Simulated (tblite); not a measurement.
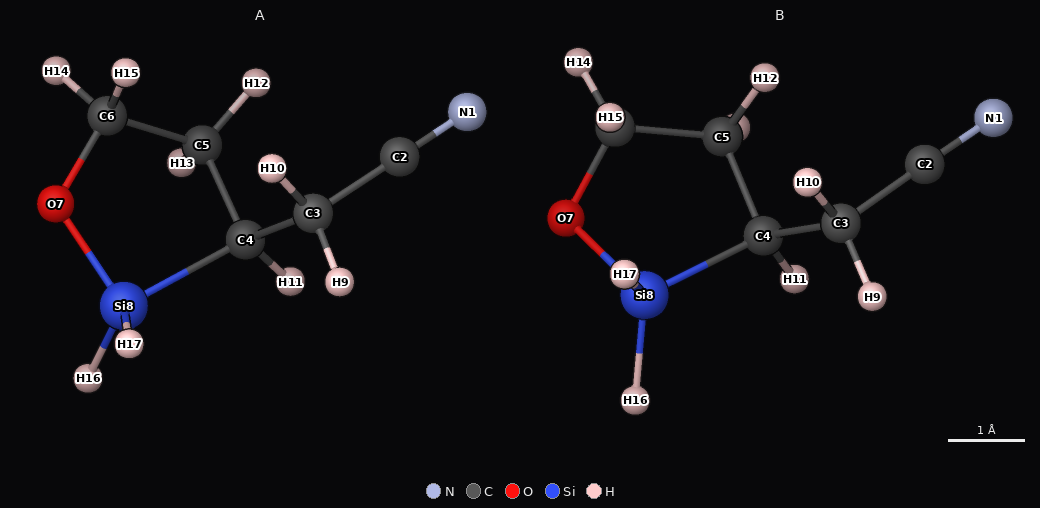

Two geometries of C₅H₉NOSi, drawn at one scale. One is the start of a relaxation, the other its converged end. Style: ball-and-stick. Shown at a tilt.

Computed with GFN2-xTB geometry optimisation, gas phase in tblite. 

Which of the two is the end point?

Answer. Structure A is the relaxed one. After 107 geometry steps the energy has fallen by 0.931 eV. The atom that moves furthest after the best rigid fit is H17 (0.99 Å). By element the largest moves are H 0.99 Å, O 0.86 Å, C 0.29 Å, N 0.29 Å, Si 0.16 Å. Among the contacts that change: O7–Si8 1.739 → 1.630 Å, C4–Si8 1.863 → 1.918 Å, C5–C6 1.487 → 1.530 Å, C3–H10 1.132 → 1.094 Å. Bond angles that change, for instance: C6–O7–Si8 97.6° → 115.3°, C4–C5–H12 105.1° → 112.6°, C6–C5–H13 114.6° → 108.5°. Groups turn about O7–Si8 by about 45°, C4–Si8 by about 45°, C6–O7 by about 40°.
